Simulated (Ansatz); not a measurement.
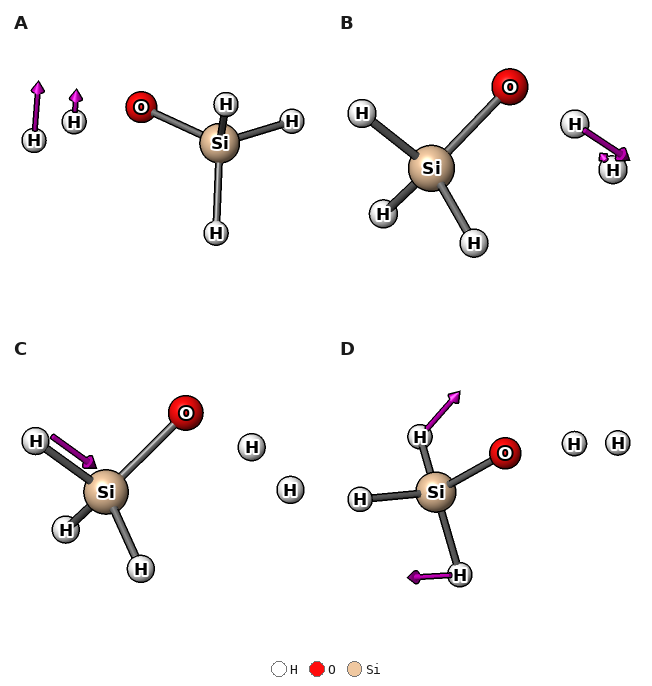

4 normal modes of one molecule or complex, as arrows. State: neutral, doublet. Harmonic vibrations computed with UKS PBE0-D4/def2-SVP (Ansatz 0.2.0) at a stationary point of the same level. It is a saddle point of order 1.

### Match the panels to the wavenumbers 2023i cm⁻¹, 365 cm⁻¹, 707 cm⁻¹, 2244 cm⁻¹.

A: 365 cm⁻¹
B: 2023i cm⁻¹
C: 2244 cm⁻¹, Si–H stretching
D: 707 cm⁻¹, H–Si–O bending
